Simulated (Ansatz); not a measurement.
# Ligand exchange: GaH2Cl + C2H5NO → GaH2(NH2) + C2H3ClO

Species: GaH2Cl `[Cl][GaH2]`, singlet; C2H5NO (acetamide) `CC(N)=O`, singlet; GaH2(NH2), singlet; C2H3ClO (acetyl chloride) `CC(=O)Cl`, singlet. The partners trade Cl for NH2: Ga–Cl and C–NH2 bonds give way to Ga–NH2 and C–Cl.

Shapes, held fixed at every level: PBE0-D4/def2-TZVP. Flexible molecules stand in one conformer, not always the lowest. Programs: Ansatz 0.2.0. The zero-point and thermal change to 298 K, harmonic and unscaled (PBE0-D4/def2-TZVP), is -5.0 kJ/mol.

| level | kind | ΔH(298 K) (kJ/mol) | less CCSD(T)/def2-TZVPP |
| --- | --- | --- | --- |
| HF/def2-SVP | Hartree–Fock | +159.9 | +53.7 |
| HF/def2-TZVPP | Hartree–Fock | +145.0 | +38.8 |
| PBE-D4/def2-TZVPP | GGA | +103.7 | -2.5 |
| wB97X-V/def2-TZVPP | range-separated hybrid | +117.1 | +10.9 |
| CCSD(T)/def2-SVP | coupled cluster or CI | +115.6 | +9.4 |
| CCSD/def2-SVP | coupled cluster or CI | +121.3 | +15.1 |
| CCSD(T)/def2-TZVPP | coupled cluster or CI | +106.2 | 0.0 |

The highest level, CCSD(T)/def2-TZVPP, gives ΔH(298 K) = +106.2 kJ/mol; the levels span +103.7 to +159.9. The column of differences is taken from that level and isn't an error. No measured value is set beside it here. Relativity is left out for Ga. Outer-core shells of Ga are correlated in most correlated rows, in sets that cover them unevenly.

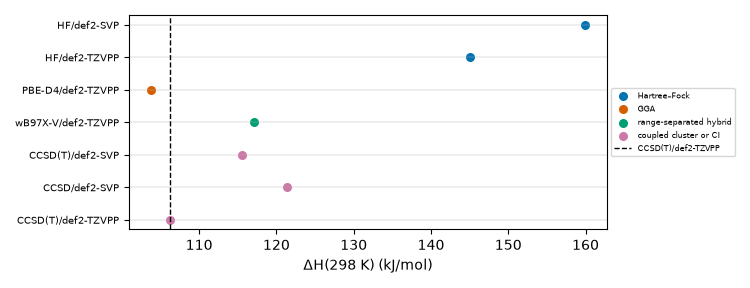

The values of the table, level by level.
